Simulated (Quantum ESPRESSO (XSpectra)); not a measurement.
**Si K-edge X-ray absorption spectrum (XANES) of SiO2 (P3₁21)**

```xyz
9
Lattice="4.9150 0.0000 0.0000 -2.4575 4.2565 0.0000 0.0000 0.0000 5.4313" Properties=species:S:1:pos:R:3 pbc="T T T"
Si     1.3051     2.2606     0.0000
Si     2.3047     0.0000     1.8104
Si    -1.1523     1.9959     3.6209
O      0.3073     1.7596     4.2630
O      0.7800     3.6428     0.6421
O     -1.0873     3.1106     2.4525
O      1.3702     1.1459     1.1683
O      2.7648     2.4969     4.7892
O      3.2375     0.6137     2.9788
```

Geometry: Materials Project entry mp-7000 (a computed structure). The cell is the entry's, not relaxed again.

Absorber: atom 1, Si on Wyckoff site a (site symmetry .2.), with 2 O at 1.61 Å, 2 O at 1.62 Å.

Simulated with Quantum ESPRESSO (XSpectra): LDA, full core hole, dipole K-edge X-ray absorption, plane waves, Troullier-Martins potentials made with ld1.x, scalar-relativistic, no spin, constant broadening.

27-atom cell (absorber images 7.3 Å apart), 70 Ry, k meshes 2×2×2 (SCF) and 3×3×3 (spectrum), Lorentzian half width 0.7 eV. The ground-state test found a gap, so occupations are fixed and the excited electron is left out (charged cell on a uniform background); energies count from the highest occupied level. Field directions run: x; y; z, weighted by the site's symmetry in the crystal. Intensities are scaled to a mean of 1 over 0–35 eV.

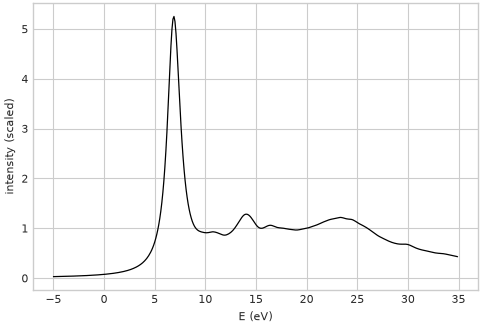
Fig. 1. The computed spectrum

The absolute edge energy is not computed.
